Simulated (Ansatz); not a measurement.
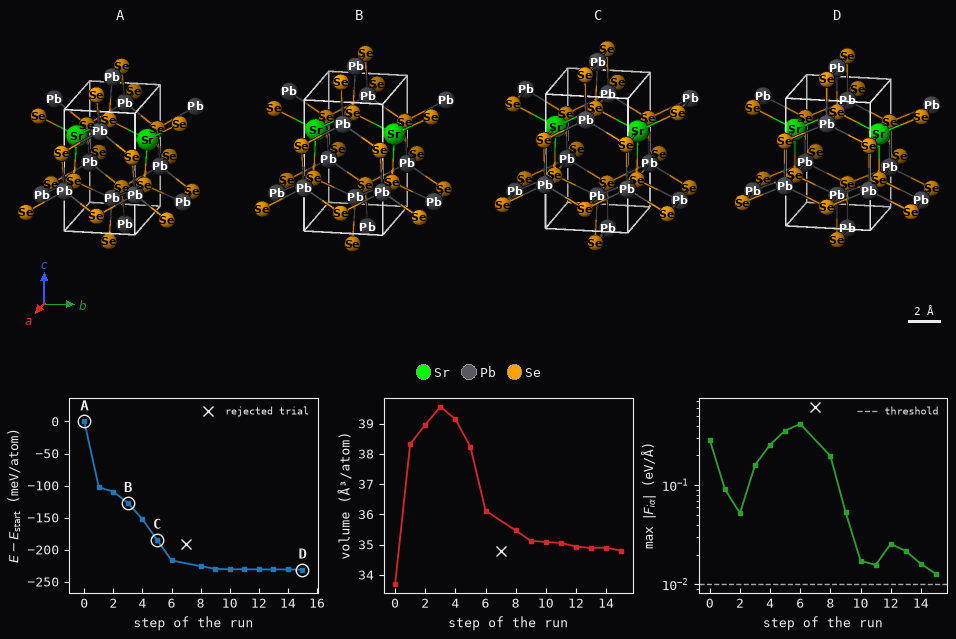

Frames of a relaxation of crystalline SrPb3Se4 (built on the MgZn3S4-6 type type), marked on the history of the run. Style: ball-and-stick. Shown: the cell of the calculation, slightly off an axis.

Level of theory: Ansatz 0.2.0, DFT, PBEsol, plane waves, PAW.

The input:
```yaml
crystal:
  lattice:
    - [7.46588357, 0.0, 0.0]
    - [0.0, 4.55889118, 0.0]
    - [-0.00623451, 0.0, 7.91643801]
  atoms:
    - { symbol: Sr, position: [0.50036641, 0.0, 0.66653901] }
    - { symbol: Pb, position: [0.49957969, 0.5, 0.16671346] }
    - { symbol: Pb, position: [0.99926586, 0.5, 0.83652454] }
    - { symbol: Pb, position: [0.998685, 0.0, 0.32979588] }
    - { symbol: Se, position: [0.11304079, 0.0, 0.66541794] }
    - { symbol: Se, position: [0.12705943, 0.5, 0.16742999] }
    - { symbol: Se, position: [0.63032256, 0.5, 0.84347132] }
    - { symbol: Se, position: [0.62767926, 0.0, 0.32410885] }
kpoints:
  mp_grid: { grid: [4, 6, 4] }
hamiltonian:
  xc: pbesol
scf:
  occupations: { method: fermi_dirac, width: 0.03 }
relax:
  f_tol: 0.01
  cell: {}
  max_steps: 120
output:
  write_density: true
  write_potential: true
  elf: true
  volumetric_format: npy
```

Run as
```bash
ansatz run input.yaml --threads 4 --pin off --max-ram 4608MiB --backend cpu --events-out ev --progress --plain --runs-dir out
```

### What happens along the run?

The run was cut off at its time limit before the relaxation converged, so the last structure is only a point on the way. The largest move relative to the cell is that of Se7, 0.45 Å roughly along [−3 0 −1]. Largest moves by element: Se 0.45 Å, Pb 0.41 Å, Sr 0.39 Å. The volume changes by +3.3 %, with a 7.466 → 6.136 Å (−17.8 %), b 4.559 → 5.449 Å (+19.5 %), c 7.916 → 8.326 Å (+5.2 %). Near-neighbour distances that change, for instance: Pb3–Se7 4.712 → 3.040 Å, Pb4–Se8 4.696 → 3.039 Å, Pb2–Se6 4.685 → 3.051 Å, Sr1–Se5 4.574 → 3.069 Å. New bonds form, among them: Pb2–Se6 (4.68 → 3.05 Å), Pb3–Se7 (4.71 → 3.04 Å), Pb4–Se8 (4.70 → 3.04 Å), Sr1–Se5 (4.57 → 3.07 Å). Among the angles between lasting bonds that change: Se7–Sr1–Se7 106.5° → 130.2°, Sr1–Se7–Sr1 106.5° → 130.2°, Pb2–Se8–Pb2 110.9° → 133.6°. The space group stays Pm (No. 6). Over 14 accepted moves (15 points after the start) the energy falls by 231 meV per atom. The largest force component goes from 0.29 to 0.013 eV/Å. Pressure: 6.80 GPa at the start and 0.01 GPa at the end. The line search rejected the trial step at point 7 of the run. Cost: 5.8 min on 4 threads of Arm Neoverse V2, with other jobs on the host, peak memory 1 GiB. From step 0 to 3: Se6 moves most (0.19 Å), volume +17.5 %, energy −127 meV per atom. From step 3 to 5: Sr and Se atoms move most (0.17 Å), volume −3.4 %, energy −57.4 meV per atom. From step 5 to 15: Se7 moves most (0.32 Å), volume −9.0 %, energy −46.4 meV per atom.

| step | E − E(0), meV/atom | largest force component, eV/Å | pressure, GPa | volume, Å³/atom | note |
| --- | --- | --- | --- | --- | --- |
| 0 | 0.00 | 0.2855 | 6.80 | 33.681 |  |
| 1 | -102.78 | 0.0912 | 0.71 | 38.326 |  |
| 2 | -109.52 | 0.0523 | 0.05 | 38.957 |  |
| 3 | -127.30 | 0.1597 | -1.00 | 39.560 |  |
| 4 | -152.46 | 0.2566 | -1.50 | 39.144 |  |
| 5 | -184.68 | 0.3559 | -1.67 | 38.228 |  |
| 6 | -216.80 | 0.4152 | -0.31 | 36.124 |  |
| 7 | -190.73 | 0.6204 | 1.61 | 34.778 | rejected |
| 8 | -225.70 | 0.1973 | 0.01 | 35.468 |  |
| 9 | -229.86 | 0.0540 | 0.04 | 35.126 |  |
| 10 | -230.54 | 0.0173 | -0.04 | 35.085 |  |
| 11 | -230.61 | 0.0157 | -0.04 | 35.053 |  |
| 12 | -230.69 | 0.0256 | 0.06 | 34.935 |  |
| 13 | -230.81 | 0.0218 | 0.06 | 34.886 |  |
| 14 | -230.89 | 0.0161 | -0.01 | 34.896 |  |
| 15 | -231.11 | 0.0127 | 0.01 | 34.798 |  |
